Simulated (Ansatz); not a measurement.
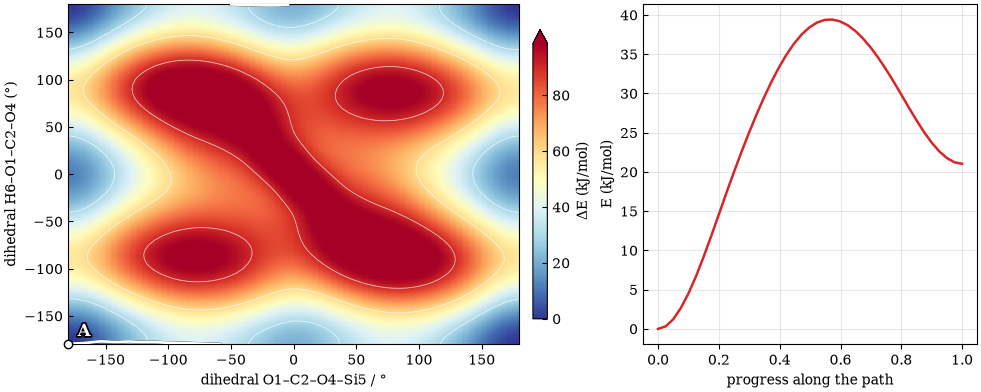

CH₄O₂SeSi, SMILES OC(=[Se])O[SiH3]. Coordinates scanned: (1) dihedral O1–C2–O4–Si5; (2) dihedral H6–O1–C2–O4. Nothing is relaxed (all other coordinates rigid). The grid has 18 × 18 points. All energies are given in kJ/mol relative to the lowest grid point. Theory: RKS PBE-D4/def2-SVP (Ansatz 0.2.0).

In the figure: a smooth colour map with a few white contour lines, a line along the lowest path, one colour for all values above the top of the scale, the energy along the path at the right, the start A. Between grid points the surface is interpolated.

Describe the path and its barrier.

The easiest path leads from the well at dihedral O1–C2–O4–Si5 = −180°, dihedral H6–O1–C2–O4 = −180° to the well at dihedral O1–C2–O4–Si5 = 0°, dihedral H6–O1–C2–O4 = −180°, about 21 kJ/mol higher. Its highest point lies about 39 kJ/mol above the bottom of the first well on the interpolated surface, at dihedral O1–C2–O4–Si5 = −80°, dihedral H6–O1–C2–O4 = −180°. Seen from the upper well the barrier is about 18 kJ/mol. The start is the relaxed structure and all else is held, so a fully relaxed path at this level can only be lower.
